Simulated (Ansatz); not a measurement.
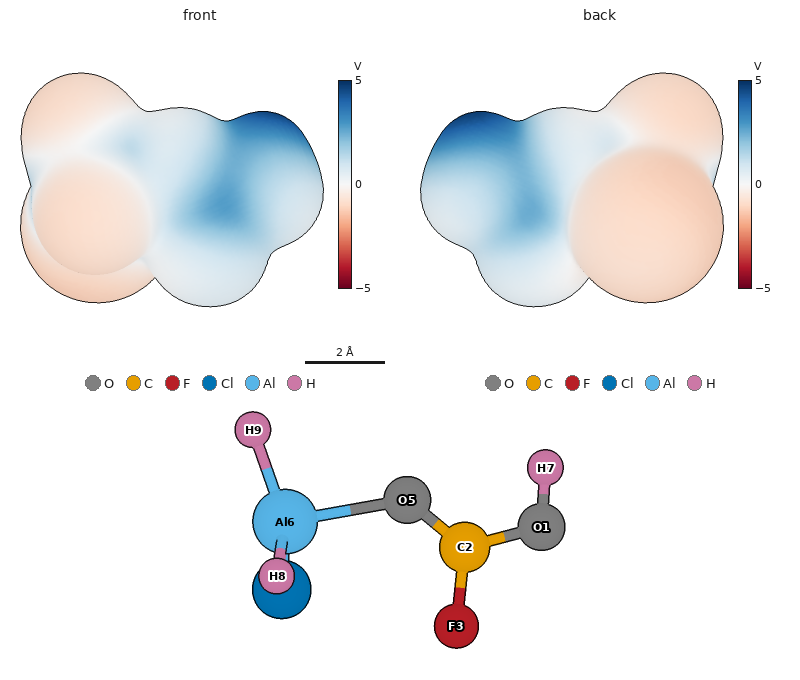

The picture shows: CH₃AlClFO₂. The electrostatic potential painted on the density surface at 0.002 e/bohr³, seen from the front and from behind; red is negative and blue positive. The bare structure is drawn below in the same view.

Geometry: PBE0-D4/def2-TZVP.

These are results of Ansatz, RKS PBE0-D4/def2-TZVPP, not measurements.

The calculation's input:

```
crystal:
  periodic: [false, false, false]
  atoms:
    - {symbol: O, position_ang: [2.305888, -0.475385, 0.733590]}
    - {symbol: C, position_ang: [1.034246, -0.224595, 0.654348]}
    - {symbol: F, position_ang: [0.433319, -0.527700, 1.753427]}
    - {symbol: Cl, position_ang: [-2.042834, -1.608839, -0.419455]}
    - {symbol: O, position_ang: [0.466298, 0.238724, -0.305132]}
    - {symbol: Al, position_ang: [-1.500578, 0.447948, -0.675971]}
    - {symbol: H, position_ang: [2.723466, -0.251599, -0.111014]}
    - {symbol: H, position_ang: [-1.905925, 1.400551, 0.525291]}
    - {symbol: H, position_ang: [-1.425279, 0.954595, -2.172185]}
basis:
  gaussian: {orbitals: def2-TZVPP}
hamiltonian: {xc: pbe0, dispersion: d4}
output: {orbitals: {seedname: orbitals}}
```

Launched as:

```sh
ansatz run in.yaml --threads 4 --pin off --events-out ev --progress --plain --max-ram 10444MiB
```

> Which sites attract a positive test charge, and which a negative one?

A positive charge is drawn to the negative regions and a negative charge to the positive ones. The most negative region (about −1.2 V) lies over Cl4, the most positive (about +4.6 V) over H7.
